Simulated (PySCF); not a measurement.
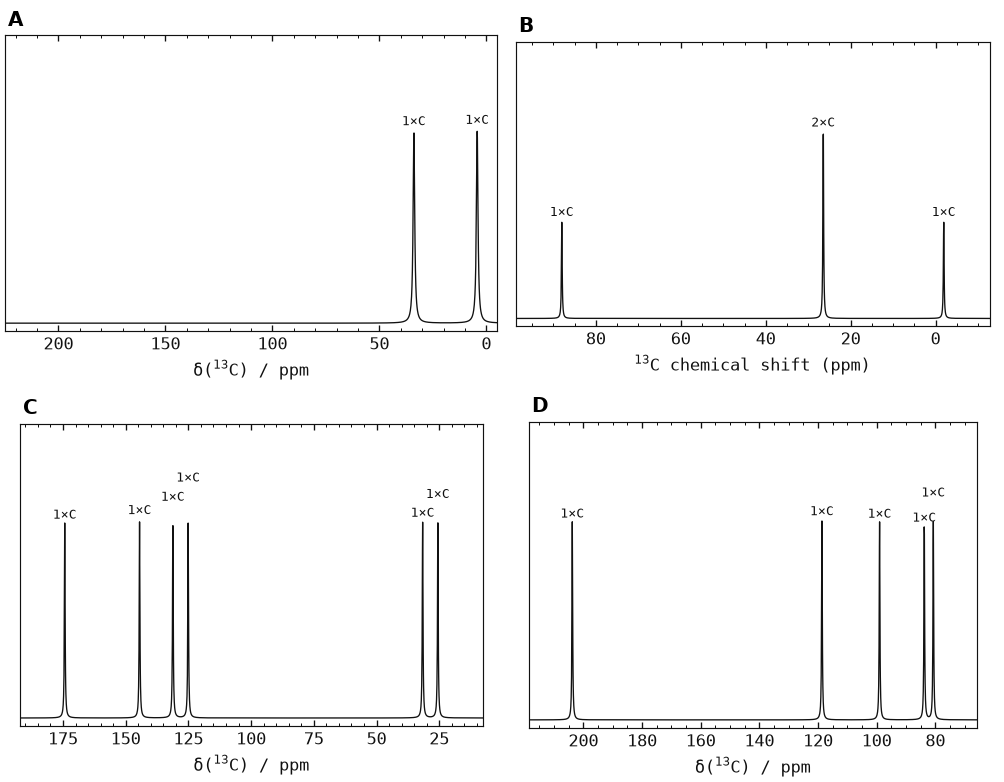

GIAO shifts, PBE0/pcSseg-1 with PySCF, at a GFN2-xTB geometry (no frequency check), against TMS for ¹³C computed at the same level. Gas phase, fully decoupled, line heights follow the number of nuclei, widths are arbitrary (no quadrupolar broadening); values of one conformer, averaged over methyl-type rotors and exact or near symmetry; other conformers aren't averaged in.

Question: Assign the panels.
1. C₄H₉FSi, SMILES C[Si@H]1C[C@@H](F)C1
2. C₅H₆F₃O₂⁺, SMILES FC[C+]1O[C@@H](F)[C@H](CF)O1
3. C₂H₁₀BN, SMILES C[BH2-][NH2+]C
4. C₆H₆N₂S, SMILES C[C@@H](C#N)c1nccs1

Answer: A: 3 (33.9 (1 C), 4.3 (1 C) ppm)
B: 1 (88.0 (1 C), 26.5 (2 C), −1.9 (1 C) ppm)
C: 4 (174.3 (1 C), 144.5 (1 C), 131.2 (1 C), 125.1 (1 C), 31.6 (1 C), 25.6 (1 C) ppm)
D: 2 (203.8 (1 C), 118.7 (1 C), 99.0 (1 C), 83.8 (1 C), 80.7 (1 C) ppm)

Caveats, for all or some of the runs: the tight-binding geometry is rougher than a DFT one and adds to the error.
